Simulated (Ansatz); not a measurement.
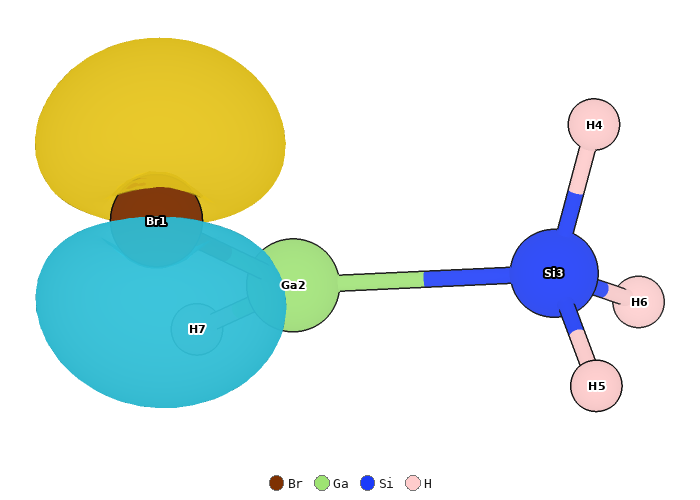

The picture shows: BrGaH4Si. The HOMO−1 at ±0.15 Å⁻³ᐟ² (yellow and cyan are the two phases), seen from one side.

Geometry: PBE0-D3(BJ)/def2-SVP.

Level of theory: isolated molecule in a Gaussian basis; Kohn-Sham density functional theory, functional PBE0 in Ansatz 0.2.0.

```xyz
7

Br   -1.5926   -1.3967   -1.1742
Ga    0.6685   -1.6739   -1.5525
Si    1.9056    0.3875   -1.5859
H     1.2758    1.3267   -2.5636
H     1.8499    1.0045   -0.2245
H     3.3375    0.1790   -1.9623
H     1.0924   -3.1711   -1.7275
```

> Describe this orbital and give its energy.

By Hirshfeld shares it lies mainly on Br1 (about 90 %) and Ga2 (about 10 %); largely a lone pair of Br1. Its energy is −8.53 eV.
